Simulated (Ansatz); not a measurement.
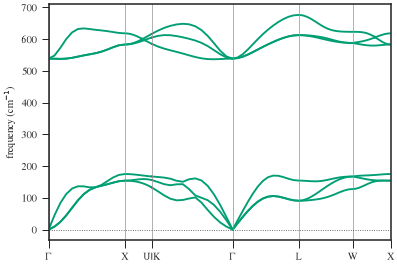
*Phonon dispersion of TaC (rock salt, space group No. 225), DFT-PBE in the program Ansatz with PAW potentials; imaginary frequencies are drawn negative*

Q: Is this phase dynamically stable?

A: Yes, on this path no branch is imaginary.

Q: How high does the spectrum reach?

A: About 680 cm⁻¹ (20.3 THz).

Space group Fm-3m (rock salt). The PBE relaxation kept the symmetry of its start. The run is not spin-polarised. As this level gives no gap, phonon frequencies hold no LO–TO term and depend on the k-mesh and smearing (Fermi–Dirac, 0.1 eV here). Spin–orbit coupling is left out wherever it is not named.

Potentials: the later of the program's two PAW sets.
